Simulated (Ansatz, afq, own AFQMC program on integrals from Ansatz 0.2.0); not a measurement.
# AlBH₃ (doublet): quantum Monte Carlo beside coupled cluster at distance B1–Al2 = 4.355 Å, cc-pVDZ

Aim: compute AlBH₃ (doublet) with auxiliary-field quantum Monte Carlo on the same integrals as coupled cluster, and set the energies side by side.

Method: cc-pVDZ, frozen cores; program: Ansatz 0.2.0, Gaussian basis, and an in-house AFQMC program (afq) on its integrals; all values are calculated.

To be run: PBE (unrestricted); r2SCAN (unrestricted); PBE0 (unrestricted); B3LYP (unrestricted); wB97M-V (unrestricted); B2PLYP (unrestricted); CCSD(T) on ROHF; CCSDT(Q) on ROHF; Phaseless AFQMC, CISD trial on ROHF; CCSD(T) on UHF; CCSDT(Q) on UHF; Phaseless AFQMC, CISD trial on UHF.

3 further runs of the same task are left out: 3 that didn't finish.

## 1. The geometry

The geometry derives from a PBE0/def2-TZVP stationary point (not a proven minimum). One bond is set to the value named and the two fragments are kept rigid.

5 atoms, charge 0, spin multiplicity 2.

Atoms are counted from 1 here; the program's logs count them from 0.

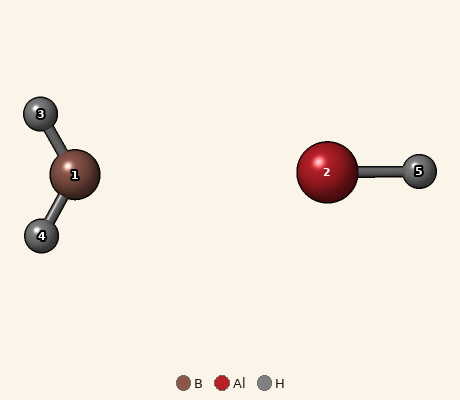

The geometry (boron brown, aluminium red, hydrogen grey); atoms are numbered from 1 in the order of the file.

## 2. PBE (unrestricted)

in.yaml

```yaml
crystal:
  periodic: [false, false, false]
  atoms:
    - {symbol: B, position_ang: [0.000000, 0.000000, 2.996672]}
    - {symbol: Al, position_ang: [0.000000, 0.000000, -1.358328]}
    - {symbol: H, position_ang: [0.000000, 1.043975, 3.582086]}
    - {symbol: H, position_ang: [0.000000, -1.043975, 3.582086]}
    - {symbol: H, position_ang: [0.000000, 0.000000, -2.944914]}
basis:
  gaussian: {orbitals: cc-pVDZ}
magnetization: {spin_polarized: true, initial_magnetization: 1}
hamiltonian: {xc: {name: PBE}}
output: {orbitals: {seedname: orbitals}}
```

The run is started by

```sh
$ ansatz run in.yaml --threads 1 --pin off --events-out ev --progress --plain --max-ram 1382MiB
```

What it wrote:

```text
Functional definition: PBE
  name "PBE"
  cite "Perdew, Burke & Ernzerhof, Phys. Rev. Lett. 77, 3865 (1996) doi:10.1103/PhysRevLett.77.3865"
  parent pbe
  parameter kappa = 0.804
  parameter beta = 0.06672455060314922
  exchange = pbe_x(kappa = kappa, mu = beta*pi^2/3)
  correlation = pbe_c(beta = beta)
581 factors; their error is unknown
mean field evaluation 1: about -7306.3172 eV, gradient 1.9e1 eV
mean field evaluation 2: about -7235.9256 eV, gradient 3.9e1 eV
mean field evaluation 4: about -7292.6210 eV, gradient 2.8e1 eV
mean field evaluation 8: about -7311.6898 eV, gradient 1.7e-1 eV
mean field evaluation 16: about -7308.8267 eV, gradient 7.3e0 eV
mean field -7311.69086004 eV, -268.6996830645 hartree, gradient 2.0e-5 eV, S^2 0.751530; 2 other end points of the search recorded, 0 dependent functions left out
reference -7311.69090230 eV, -268.6996846173 hartree; 11, 10 occupied and 36, 37 virtual orbitals, 581 factors
Total energy: -7311.69090230 eV, -268.6996846173 hartree
```

It took 1.6 s on 1 thread of Arm Neoverse V1, shared host.

From the report: ⟨S²⟩ of the determinant 0.752 (pure doublet: 0.75).

## 3. r2SCAN (unrestricted)

in.yaml, as its differences from that of step 2:

```diff
@@ -11,3 +11,2 @@
 magnetization: {spin_polarized: true, initial_magnetization: 1}
-hamiltonian: {xc: {name: PBE}}
-output: {orbitals: {seedname: orbitals}}
+hamiltonian: {xc: {name: r2SCAN}}
```

Same command.

What it wrote:

```text
Functional definition: r2SCAN
  name "r2SCAN"
  cite "Furness, Kaplan, Ning, Perdew & Sun, J. Phys. Chem. Lett. 11, 8208 (2020) doi:10.1021/acs.jpclett.0c02405"
  cite "Furness, Kaplan, Ning, Perdew & Sun, J. Phys. Chem. Lett. 11, 9248 (2020) doi:10.1021/acs.jpclett.0c03077"
  parent r2scan
  parameter k0 = 0.174
  parameter k1 = 0.065
  parameter a1 = 4.9479
  exchange = r2scan_x(k0 = k0, k1 = k1, a1 = a1)
  correlation = r2scan_c
581 factors; their error is unknown
mean field evaluation 1: about -7311.7565 eV, gradient 1.6e1 eV
mean field evaluation 2: about -7280.7740 eV, gradient 3.1e1 eV
mean field evaluation 4: about -7315.3043 eV, gradient 4.0e0 eV
mean field evaluation 8: about -7315.5480 eV, gradient 1.3e-1 eV
mean field evaluation 16: about -7315.5145 eV, gradient 1.7e-4 eV
mean field evaluation 32: about -7315.4885 eV, gradient 3.2e-1 eV
mean field -7315.51446999 eV, -268.8401981385 hartree, gradient 9.8e-6 eV, S^2 0.753163; 4 other end points of the search recorded, 0 dependent functions left out
reference -7315.51448548 eV, -268.8401987074 hartree; 11, 10 occupied and 36, 37 virtual orbitals, 581 factors
Total energy: -7315.51448548 eV, -268.8401987074 hartree
```

It took 6.5 s on 1 thread of Arm Neoverse V1, shared host.

From the report: ⟨S²⟩ of the determinant 0.753 (pure doublet: 0.75).

## 4. PBE0 (unrestricted)

in.yaml, as its differences from that of step 3:

```diff
@@ -11,2 +11,3 @@
 magnetization: {spin_polarized: true, initial_magnetization: 1}
-hamiltonian: {xc: {name: r2SCAN}}
+hamiltonian: {xc: {name: PBE0}}
+output: {orbitals: {seedname: orbitals}}
```

The command is unchanged.

What it wrote (excerpt; [...] marks lines left out):

```text
Functional definition: PBE0
  name "PBE0"
  cite "Adamo & Barone, J. Chem. Phys. 110, 6158 (1999) doi:10.1063/1.478522"
  cite "Perdew, Burke & Ernzerhof, Phys. Rev. Lett. 77, 3865 (1996) doi:10.1103/PhysRevLett.77.3865"
  parent pbe
[...]
443 factors; integrals over basis functions are off by at most 1.1e-3 eV
[...]
mean field -7312.72083849 eV, -268.7375340742 hartree, gradient 2.9e-5 eV, S^2 0.751728; 3 other end points of the search recorded, 0 dependent functions left out
reference -7312.72087021 eV, -268.7375352401 hartree; 11, 10 occupied and 36, 37 virtual orbitals, 443 factors
Total energy: -7312.72087021 eV, -268.7375352401 hartree
```

Wall time 2.1 s (1 thread of Arm Neoverse V1, shared host).

From the report: ⟨S²⟩ of the determinant 0.752 (pure doublet: 0.75).

## 5. B3LYP (unrestricted)

in.yaml, as its differences from that of step 4:

```diff
@@ -11,3 +11,2 @@
 magnetization: {spin_polarized: true, initial_magnetization: 1}
-hamiltonian: {xc: {name: PBE0}}
-output: {orbitals: {seedname: orbitals}}
+hamiltonian: {xc: {name: B3LYP}}
```

The command is unchanged.

What it wrote (excerpt; [...] marks lines left out):

```text
Functional definition: B3LYP
  name "B3LYP"
  cite "Stephens, Devlin, Chabalowski & Frisch, J. Phys. Chem. 98, 11623 (1994) doi:10.1021/j100096a001"
  cite "Becke, Phys. Rev. A 38, 3098 (1988) doi:10.1103/PhysRevA.38.3098"
  cite "Lee, Yang & Parr, Phys. Rev. B 37, 785 (1988) doi:10.1103/PhysRevB.37.785"
  cite "Vosko, Wilk & Nusair, Can. J. Phys. 58, 1200 (1980) doi:10.1139/p80-159"
[...]
443 factors; integrals over basis functions are off by at most 1.1e-3 eV
[...]
mean field -7317.94398295 eV, -268.9294810928 hartree, gradient 3.0e-5 eV, S^2 0.751493; 2 other end points of the search recorded, 0 dependent functions left out
reference -7317.94424728 eV, -268.9294908067 hartree; 11, 10 occupied and 36, 37 virtual orbitals, 443 factors
Total energy: -7317.94424728 eV, -268.9294908067 hartree
```

Run time: 1.8 s. Hardware: 1 thread of Arm Neoverse V1, shared host.

From the report: ⟨S²⟩ of the determinant 0.751 (pure doublet: 0.75).

## 6. wB97M-V (unrestricted)

in.yaml, as its differences from that of step 5:

```diff
@@ -11,2 +11,3 @@
 magnetization: {spin_polarized: true, initial_magnetization: 1}
-hamiltonian: {xc: {name: B3LYP}}
+hamiltonian: {xc: {name: wB97M-V}}
+output: {orbitals: {seedname: orbitals}}
```

Launched as before.

What it wrote (excerpt; [...] marks lines left out):

```text
Functional definition: wB97M-V
  name "wB97M-V"
  cite "Mardirossian & Head-Gordon, J. Chem. Phys. 144, 214110 (2016) doi:10.1063/1.4952647"
  cite "Becke, J. Chem. Phys. 107, 8554 (1997) doi:10.1063/1.475007"
  cite "Vydrov & Van Voorhis, J. Chem. Phys. 133, 244103 (2010) doi:10.1063/1.3521275"
  # Of w^i u^j: cxij and so on, Table III.
[...]
  gx(w, u) = 1 - cx + cx01*u + cx10*w
  gss(w, u) = css00 + css04*u^4 + css10*w + css20*w^2 + css43*w^4*u^3
  gos(w, u) = cos00 + cos10*w + (cos20 + cos21*u)*w^2 + (cos60 + cos61*u)*w^6
[...]
      + integral(e_c_pw_mod_opposite_spin*gos(b97_w_opposite, b97_u_opposite)) + vv10(b, c)
443 factors; integrals over basis functions are off by at most 1.1e-3 eV
172 factors; integrals over basis functions are off by at most 2.0e-5 eV
[...]
mean field -7315.84417872 eV, -268.8523147107 hartree, gradient 6.2e-5 eV, S^2 0.751053; 1 other end points of the search recorded, 0 dependent functions left out
reference -7315.84422797 eV, -268.8523165207 hartree; 11, 10 occupied and 36, 37 virtual orbitals, 443 factors
Total energy: -7315.84422797 eV, -268.8523165207 hartree
```

It took 6.5 s on 1 thread of Arm Neoverse V1, shared host.

From the report: ⟨S²⟩ of the determinant 0.751 (pure doublet: 0.75).

## 7. B2PLYP (unrestricted)

in.yaml, as its differences from that of step 6:

```diff
@@ -11,3 +11,3 @@
 magnetization: {spin_polarized: true, initial_magnetization: 1}
-hamiltonian: {xc: {name: wB97M-V}}
-output: {orbitals: {seedname: orbitals}}
+hamiltonian: {xc: {name: B2PLYP}}
+correlation: {electrons: outside_noble_gas}
```

Launched as before.

What it wrote (excerpt; [...] marks lines left out):

```text
Functional definition: B2PLYP
  name "B2PLYP"
  cite "Grimme, J. Chem. Phys. 124, 034108 (2006) doi:10.1063/1.2148954"
  cite "Becke, Phys. Rev. A 38, 3098 (1988) doi:10.1103/PhysRevA.38.3098"
  cite "Lee, Yang & Parr, Phys. Rev. B 37, 785 (1988) doi:10.1103/PhysRevB.37.785"
[...]
443 factors; integrals over basis functions are off by at most 1.1e-3 eV
[...]
mean field -7311.74610414 eV, -268.7017132476 hartree, gradient 6.0e-6 eV, S^2 0.752021; 6 other end points of the search recorded, 0 dependent functions left out
6 core orbitals not correlated: weight in the atoms' cores, before any rotation towards them, 1.000 or more for the frozen orbitals, at most 0.000 for the correlated occupied ones
reference -7311.74627208 eV, -268.7017194194 hartree; 5, 4 occupied and 36, 37 virtual orbitals, 443 factors
second order -4.08042140 eV of doubles, -0.00000000 eV of singles
Total energy: -7312.84798586 eV, -268.7422066540 hartree
```

Wall time 3.2 s (1 thread of Arm Neoverse V1, shared host).

From the report: ⟨S²⟩ of the determinant 0.752 (pure doublet: 0.75).

## 8. CCSD(T) on ROHF

in.yaml, as its differences from that of step 7:

```diff
@@ -10,4 +10,3 @@
   gaussian: {orbitals: cc-pVDZ}
-magnetization: {spin_polarized: true, initial_magnetization: 1}
-hamiltonian: {xc: {name: B2PLYP}}
-correlation: {electrons: outside_noble_gas}
+magnetization: {spin_polarized: false, initial_magnetization: 1}
+correlation: {method: ccsd_t, electrons: outside_noble_gas, hamiltonian_folder: ham}
```

The command is unchanged.

What it wrote (excerpt; [...] marks lines left out):

```text
Functional definition: HF
  name "HF"
  cite "Fock, Z. Phys. 61, 126 (1930) doi:10.1007/BF01340294"
  parent pbe
[...]
443 factors; integrals over basis functions are off by at most 1.1e-3 eV
[...]
mean field -7298.14112057 eV, -268.2017393231 hartree, gradient 9.1e-7 eV, S^2 0.750000; 7 other end points of the search recorded, 0 dependent functions left out
[...]
determinant -7298.14112057 eV, -268.2017393231 hartree, with singles and doubles -7302.55587700 eV, -268.3639786294 hartree
determinant -7296.60773766 eV, -268.1453885408 hartree, with singles and doubles -7301.21603822 eV, -268.3147404626 hartree
6 core orbitals not correlated: weight in the atoms' cores, before any rotation towards them, 1.000 or more for the frozen orbitals, at most 0.000 for the correlated occupied ones
reference -7298.14112057 eV, -268.2017393231 hartree; 5, 4 occupied and 36, 37 virtual orbitals, 443 factors
second order -3.25164231 eV of doubles, -0.02202195 eV of singles
cycle   1  -4.41464423 eV  change    1.1e-4 eV  update   3.0e-4
[...]
cycle   7  -4.41462199 eV  change   -4.0e-6 eV  update   3.1e-6
perturbative correction -0.06158991 eV, -0.0022633873 hartree
Total energy: -7302.61733247 eV, -268.3662370763 hartree
```

It took 3.1 s on 1 thread of Arm Neoverse V1, shared host.

From the report: correlation -4.4762 eV; T1 0.013; largest double amplitude 0.10.

This run also writes the integrals to the folder ham.

## 9. CCSDT(Q) on ROHF

in.yaml, as its differences from that of step 8:

```diff
@@ -11,2 +11,2 @@
 magnetization: {spin_polarized: false, initial_magnetization: 1}
-correlation: {method: ccsd_t, electrons: outside_noble_gas, hamiltonian_folder: ham}
+correlation: {method: ccsdt_q, electrons: outside_noble_gas}
```

Same command.

What it wrote (excerpt; [...] marks lines left out):

```text
Functional definition: HF
  name "HF"
  cite "Fock, Z. Phys. 61, 126 (1930) doi:10.1007/BF01340294"
  parent pbe
[...]
852 factors; integrals over basis functions are off by at most 1.3e-7 eV
[...]
mean field -7298.14113940 eV, -268.2017400153 hartree, gradient 9.7e-6 eV, S^2 0.750000; 7 other end points of the search recorded, 0 dependent functions left out
[...]
determinant -7298.14113940 eV, -268.2017400153 hartree, with singles and doubles -7302.55589960 eV, -268.3639794601 hartree
determinant -7296.60776555 eV, -268.1453895657 hartree, with singles and doubles -7301.21606968 eV, -268.3147416187 hartree
6 core orbitals not correlated: weight in the atoms' cores, before any rotation towards them, 1.000 or more for the frozen orbitals, at most 0.000 for the correlated occupied ones
reference -7298.14113940 eV, -268.2017400153 hartree; 5, 4 occupied and 36, 37 virtual orbitals, 852 factors
second order -3.25168578 eV of doubles, -0.02202197 eV of singles
cycle   1  -4.05441474 eV  change   -7.8e-1 eV  update   8.1e-2
[...]
cycle  18  -4.49625982 eV  change    6.1e-8 eV  update   1.0e-6
perturbative correction -0.00150609 eV, -0.0000553479 hartree
Total energy: -7302.63890532 eV, -268.3670298640 hartree
```

Run time: 36 s. Hardware: 1 thread of Arm Neoverse V1, shared host; peak memory 0.52 GiB.

From the report: correlation -4.4978 eV; T1 0.013; largest double amplitude 0.10.

(Part 1 of 2 ends here.)
